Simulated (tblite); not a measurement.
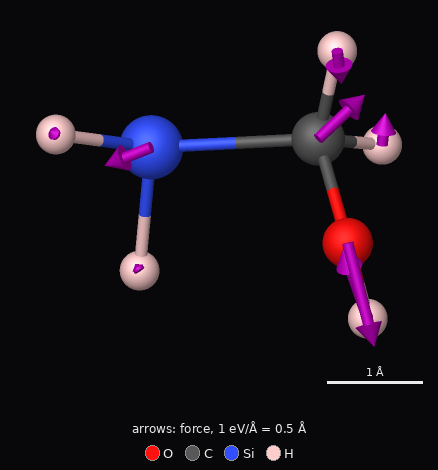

Starting geometry of CH5OSi (multiplicity 2) with the computed forces as purple arrows. A ball-and-stick model, seen at a tilt.

Level of theory: GFN2-xTB geometry optimisation, gas phase in tblite. 

**Is this structure relaxed? If not, where do the atoms go?**

It isn't relaxed: the largest force vector, on the O atom, is 2.27 eV/Å. The final displacements follow the starting forces only in part (cosine between the two patterns 0.39). The energy falls by 17.9 kJ/mol in 38 geometry steps. The largest move after the best rigid fit is that of an H atom, 0.20 Å. Largest moves by element: H 0.20 Å, O 0.09 Å, Si 0.06 Å, C 0.06 Å. Some distances before and after: H–O 1.014 → 0.962 Å, C–Si 1.859 → 1.908 Å, C–O 1.399 → 1.428 Å, C–H 1.118 → 1.091 Å. Bond angles that change, for instance: Si–C–H 108.6° → 113.1°, C–Si–H 105.7° → 109.9°, H–C–H 111.1° → 107.2°. Groups turn about C–O by about 20°. Cost: 0.05 s on 1 thread of AMD EPYC 9R45 96-Core Processor (shared host).
